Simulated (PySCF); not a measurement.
```yaml
atoms:
  - { symbol: Y, position_ang: [0.0000, 0.0000, 0.0000] }
  - { symbol: O, position_ang: [1.3164, 1.3165, 1.2545] }
  - { symbol: H, position_ang: [2.1175, 1.0665, 1.7689] }
  - { symbol: H, position_ang: [1.2381, 2.2859, 1.4067] }
  - { symbol: O, position_ang: [-1.3164, -1.2545, 1.3165] }
  - { symbol: H, position_ang: [-1.2380, -1.4068, 2.2860] }
  - { symbol: H, position_ang: [-2.1175, -1.7690, 1.0665] }
  - { symbol: O, position_ang: [1.3164, -1.3165, -1.2545] }
  - { symbol: H, position_ang: [1.2381, -2.2859, -1.4067] }
  - { symbol: H, position_ang: [2.1175, -1.0665, -1.7689] }
  - { symbol: O, position_ang: [-1.3164, 1.2545, -1.3165] }
  - { symbol: H, position_ang: [-2.1175, 1.7690, -1.0665] }
  - { symbol: H, position_ang: [-1.2380, 1.4068, -2.2860] }
```

Core potentials replace the inner electrons of Y.

Method: PySCF 2.14.0, RKS PBE0, Y def2-SVP with ECP28, O def2-SVP, H def2-SVP; non-relativistic Hamiltonian with scalar-relativistic core potentials where named; density fitting.

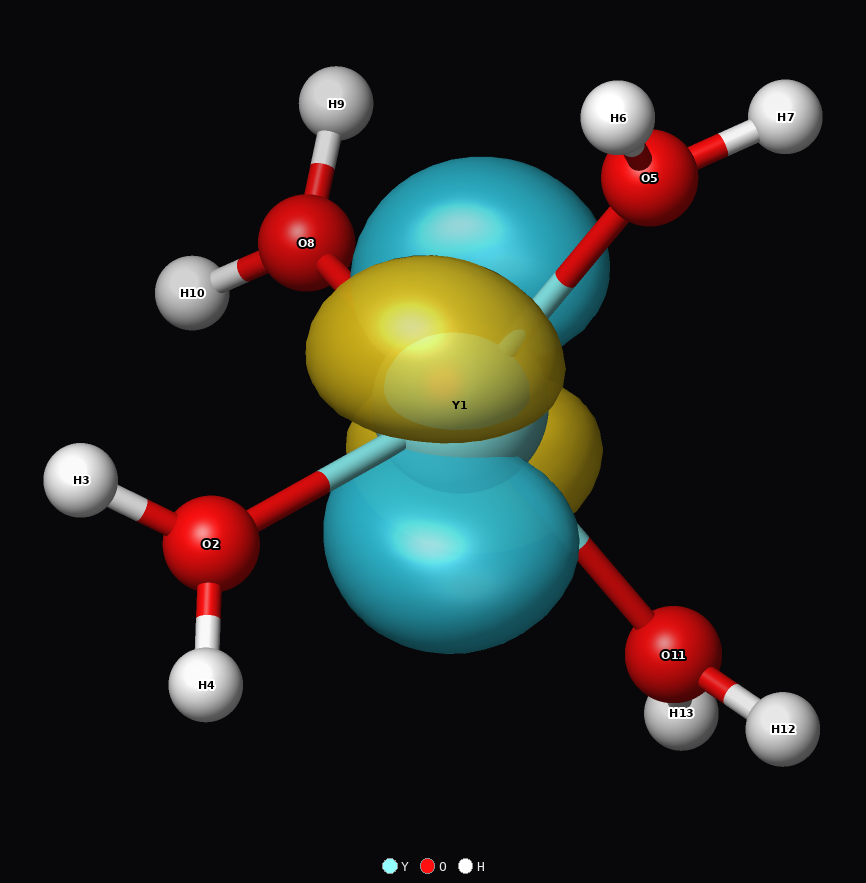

H$_{8}$O$_{4}$Y (charge +3). The LUMO at ±0.2 Å⁻³ᐟ² (yellow and cyan are the two phases), seen at a tilt.

Q: Describe this orbital and give its energy.

A: It lies mainly on Y1 (about 80 %). Its energy is −15.38 eV.
